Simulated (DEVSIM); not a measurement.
System: Schottky contact on n-type CdTe, at 300 K.

```tsv
layer (left to right)	material	thickness (μm)	Nd (cm⁻³)	τn (s)	τp (s)
1	CdTe	0.170	1.7e16	1.3e-8	1.3e-8
```

Left contact: Schottky, work function 5 eV, emission velocity 5.7e6 cm/s. Right contact: ohmic. Voltage is applied to the left contact. Recombination: SRH at mid-gap. Mobility is μmin + (μ − μmin)/(1 + (N/Nref)^α).

Constants are typed, rounded textbook-type inputs, not results; the design itself was drawn at random and stands for no fabricated device. Values at 300 K.

```tsv
parameter	CdTe
gap (eV)	1.5
affinity (eV)	4.28
permittivity	10.2
Nc (cm⁻³)	8e17
Nv (cm⁻³)	1.8e19
μn (cm²/Vs)	1000
μp (cm²/Vs)	80
μn,min	100
μp,min	10
Nref,n	1e17
Nref,p	1e17
αn	0.6
αp	0.6
```

Simulated with DEVSIM: 1D drift-diffusion, Boltzmann statistics, complete ionisation; no tunnelling, impact ionisation, image-force lowering or self-heating. Metal contacts follow the ideal Schottky-Mott rule: no Fermi-level pinning, no interface dipoles.

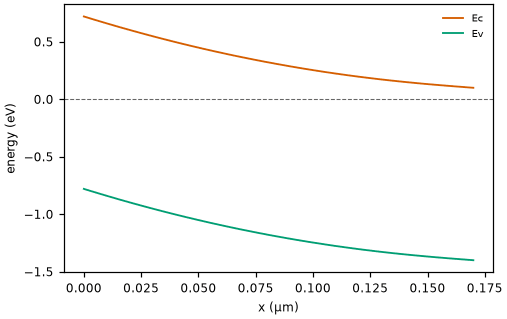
Figure: Band edges at zero bias

Energies count from the Fermi level of the right contact; mesh points crowd at the junctions.

| x (μm) | Ec (eV) | Ev (eV) | n (cm⁻³) | p (cm⁻³) | field (V/cm) |
|---|---|---|---|---|---|
| 0.000 | 0.720 | -0.780 | 640000 | 1400000 | -62000 |
| 0.004180 | 0.694 | -0.806 | 1700000 | 530000 | -61000 |
| 0.008874 | 0.666 | -0.834 | 5100000 | 180000 | -59000 |
| 0.01277 | 0.644 | -0.856 | 1.2e7 | 74000 | -58000 |
| 0.02165 | 0.593 | -0.907 | 8.6e7 | 11000 | -55000 |
| 0.02671 | 0.566 | -0.934 | 2.5e8 | 3600 | -54000 |
| 0.03417 | 0.527 | -0.973 | 1.1e9 | 800 | -51000 |
| 0.04481 | 0.474 | -1.026 | 8.9e9 | 100 | -48000 |
| 0.05450 | 0.428 | -1.072 | 5.1e10 | < 1e2 | -45000 |
| 0.06538 | 0.381 | -1.119 | 3.2e11 | < 1e2 | -42000 |
| 0.07759 | 0.332 | -1.168 | 2.2e12 | < 1e2 | -38000 |
| 0.09170 | 0.280 | -1.220 | 1.6e13 | < 1e2 | -34000 |
| 0.1040 | 0.241 | -1.259 | 7.2e13 | < 1e2 | -30000 |
| 0.1149 | 0.209 | -1.291 | 2.4e14 | < 1e2 | -27000 |
| 0.1270 | 0.179 | -1.321 | 7.9e14 | < 1e2 | -24000 |
| 0.1334 | 0.164 | -1.336 | 1.4e15 | < 1e2 | -22000 |
| 0.1411 | 0.148 | -1.352 | 2.6e15 | < 1e2 | -20000 |
| 0.1480 | 0.135 | -1.365 | 4.3e15 | < 1e2 | -18000 |
| 0.1555 | 0.122 | -1.378 | 7.1e15 | < 1e2 | -17000 |
| 0.1609 | 0.114 | -1.386 | 9.9e15 | < 1e2 | -16000 |
| 0.1656 | 0.106 | -1.394 | 1.3e16 | < 1e2 | -15000 |
| 0.1700 | 0.100 | -1.400 | 1.7e16 | < 1e2 | -15000 |
